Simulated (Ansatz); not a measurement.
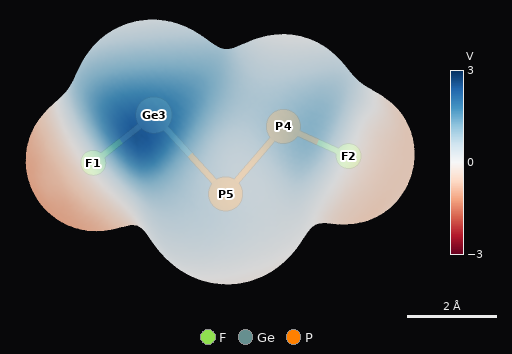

Figure. F$_{2}$GeP$_{2}$ (SMILES FP=[P]#[Ge][F]). The electrostatic potential painted on the density surface at 0.002 e/bohr³, seen across its widest extent; the colour scale runs from red (negative) to blue (positive).

Geometry: r2SCAN-D4/def2-SVP.

Level of theory: isolated molecule in a Gaussian basis; Kohn-Sham density functional theory, functional PBE0 (Ansatz).

The calculation's input:

```
basis:
  gaussian: {orbitals: def2-TZVPD}
crystal:
  periodic: [false, false, false]
  atoms:
    - {symbol: F, position_ang: [-3.277245, -1.350968, 2.690391]}
    - {symbol: F, position_ang: [0.417001, 1.831409, -0.508024]}
    - {symbol: Ge, position_ang: [-3.172542, 0.034613, 1.611178]}
    - {symbol: P, position_ang: [-1.048695, 1.448481, 0.089951]}
    - {symbol: P, position_ang: [-0.786059, -0.179443, 1.270680]}
hamiltonian: {xc: pbe0}
output: {forces: true, orbitals: {seedname: orbitals}}
```

Command:

```sh
ansatz run input.yaml --threads 1 --pin off --max-ram 2610MiB --events-out events.jsonl --progress --plain --runs-dir runs
```

**Describe the electrostatic potential map.**

The most negative region (about −1.0 V) lies over F1, the most positive (about +2.5 V) over Ge3.
